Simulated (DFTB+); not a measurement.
Energy and gradient calculation of C₄H₁₂GaN

The run: energy and gradient calculation of C₄H₁₂GaN, SMILES C=C[CH2][GaH-]([CH3])[NH3+]. Method and program: GFN1-xTB, R-SCC, dispersion built in, COSMO solvent toluene (DFTB+ 25.1).

The geometry comes from this level: GFN2-xTB.

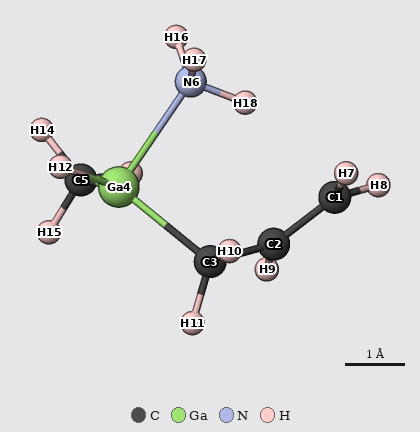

*The structure (ball-and-stick view, seen at a tilt; atoms are numbered from 1 in the order of the input). Sticks mark near contacts.*

Bond lengths as drawn: C–C 1.33 to 1.48 Å, C–Ga 2.02 to 2.07 Å, C–H 1.08 to 1.10 Å, Ga–H 1.57 Å, Ga–N 2.18 Å and H–N 1.02 to 1.03 Å.

Input file (dftb_in.hsd):
```
Geometry = xyzFormat {
  <<< "geo.xyz"
}
Hamiltonian = xTB {
  Method = "GFN1-xTB"
  Solvation = Cosmo {
    Solvent = fromName {
      "toluene"
    }
    RadiiScaling = {
      C = 1.1
      Ga = 1.1
      N = 1.1
      H = 1.1
    }
    AngularGrid = 194
    FreeEnergyShift [kcal/mol] = 0.0
    Solver = DomainDecomposition {
      MaxMoment = 10
      Accuracy = 1e-08
    }
  }
}
Analysis = {
  PrintForces = Yes
}
Options = {
  WriteResultsTag = Yes
}
InputVersion = 25.1
```

File geo.xyz:
```
18

C      0.871400     1.934020     1.108970
C      1.387290     0.916320     0.422400
C      1.338930    -0.501690     0.829430
Ga    -0.258110    -1.330480    -0.190520
C     -0.428860    -1.071100    -2.188910
N     -1.682280     0.147810     0.534450
H      0.468570     1.801630     2.103610
H      0.906230     2.947270     0.742210
H      1.829740     1.112540    -0.549260
H      1.190510    -0.596490     1.911720
H      2.277190    -1.002570     0.571100
H     -0.914480    -2.593250     0.475800
H     -0.277130    -0.018460    -2.451740
H     -1.411740    -1.366430    -2.568020
H      0.310400    -1.645740    -2.753580
H     -2.443220     0.388560    -0.095580
H     -2.081080    -0.096790     1.438040
H     -1.083370     0.974820     0.659860
```

Run on 1 thread of AMD EPYC (Zen 5), 32 GiB of memory available, shared host.

Run as:
```bash
dftb+ > run.log
```

Output:
```
|  DFTB+ development version (commit: a23bfb2)

Reading input file 'dftb_in.hsd'
Parser version: 14

--------------------------------------------------------------------------------

Processed input in HSD format written to 'dftb_pin.hsd'

Starting initialization...
--------------------------------------------------------------------------------
OpenMP threads:              1
Chosen random seed:          243139155
Current stacksize:           unlimited
Mode:                        Static calculation
Self consistent charges:     Yes
SCC-tolerance:                 0.100000E-04
Max. scc iterations:                    100
Shell resolved Hubbard:      Yes
Spin polarisation:           No
Nr. of up electrons:            18.000000
Nr. of down electrons:          18.000000
Periodic boundaries:         No
Electronic solver:           Relatively robust
Mixer:                       Broyden mixer
Mixing parameter:                  0.200000
Nr. of chrg. vec. in memory:            100
Max. SCC-cycles:                        100
tblite library version:      0.3.0
-> parametrization:          GFN1-xTB
-> repulsion:                Yes
-> dispersion:               Yes
-> halogen bonding:          Yes
-> electrostatics:           Yes
   -> isotropic:             Yes
   -> anisotropic:           No
   -> third-order:           Yes
Electronic temperature:              0.950045E-03 H      0.258520E-01 eV
Initial charges:             Set automatically (system chrg:   0.000E+00)
Included shells:             C:  s, p
                            Ga:  s, p, d
                             N:  s, p
                             H:  s, s2
Solvation:                   conductor like screening model
Dielectric constant:           7.000000E+00
Free energy shift:             0.000000E+00 H      0.000000E+00 eV
Grid points:                   3.492000E+03 total           194 per atom
Solver:                      domain decomposition
SASA model:                  No
Solvated fields rescaled:    Yes
Extra options:
                             Mulliken analysis
                             Force calculation
Force type                   original

--------------------------------------------------------------------------------

***  Geometry step: 0

 iSCC Total electronic   Diff electronic      SCC error
    1   -0.19675484E+02    0.00000000E+00    0.13297810E+01
    2   -0.19686275E+02   -0.19675484E+02    0.10185382E+01
    3   -0.19688499E+02   -0.10791065E-01    0.21604935E+00
    4   -0.19694467E+02   -0.22238893E-02    0.59985879E-01
    5   -0.19694928E+02   -0.59684891E-02    0.13225267E-01
    6   -0.19694954E+02   -0.46096648E-03    0.81058111E-02
    7   -0.19694961E+02   -0.25634739E-04    0.14234318E-02
    8   -0.19694961E+02   -0.74718669E-05    0.50729266E-03
    9   -0.19694961E+02   -0.31960414E-06    0.54165152E-03
   10   -0.19694962E+02   -0.86341352E-08    0.10797360E-03
   11   -0.19694962E+02   -0.27335620E-07    0.46280765E-04
   12   -0.19694962E+02   -0.61032068E-09    0.27910180E-04
   13   -0.19694962E+02   -0.16433788E-09    0.70501069E-05

Total Energy:                      -19.4364121662 H         -528.8917 eV
Extrapolated to 0K:                -19.4364121662 H         -528.8917 eV
Total Mermin free energy:          -19.4364121662 H         -528.8917 eV
Force related energy:              -19.4364121662 H         -528.8917 eV

Cavity information written to dftbp.cosmo

--------------------------------------------------------------------------------
--------------------------------------------------------------------------------
SCC                                    +       0.52 ( 95.5%)       0.53 ( 95.5%)
Post-SCC processing                    +       0.02 (  3.2%)       0.02 (  3.1%)
--------------------------------------------------------------------------------
Missing                                +       0.01 (  1.3%)       0.01 (  1.4%)
Total                                  =       0.54 (100.0%)       0.55 (100.0%)
--------------------------------------------------------------------------------
```

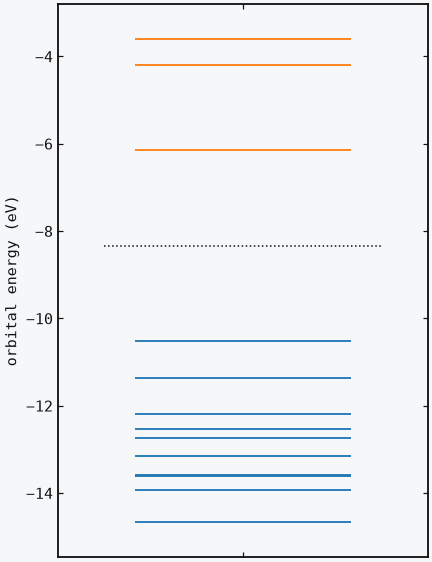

*Orbital energies near the frontier; the dotted line parts filled from empty levels, and levels within 0.02 eV of each other stand side by side.*

Highest filled −10.53 eV, lowest empty −6.14 eV, 4.39 eV apart.

Key numbers:

```json
{"quantity": "outcome", "value": "converged"}
{"quantity": "Mermin free energy", "value": "−19.436412 hartree"}
{"quantity": "solvation energy", "value": "−0.009424 hartree"}
{"quantity": "basis functions", "value": "53"}
{"quantity": "largest force", "value": "0.739 eV/Å"}
{"quantity": "HOMO", "value": "−10.53 eV"}
{"quantity": "LUMO", "value": "−6.14 eV"}
{"quantity": "dipole moment", "value": "6.43 D"}
{"quantity": "wall time", "value": "0.58 s"}
{"quantity": "peak memory", "value": "0.073 GiB"}
```

Settings chosen away from the usual ones: angular_grid.
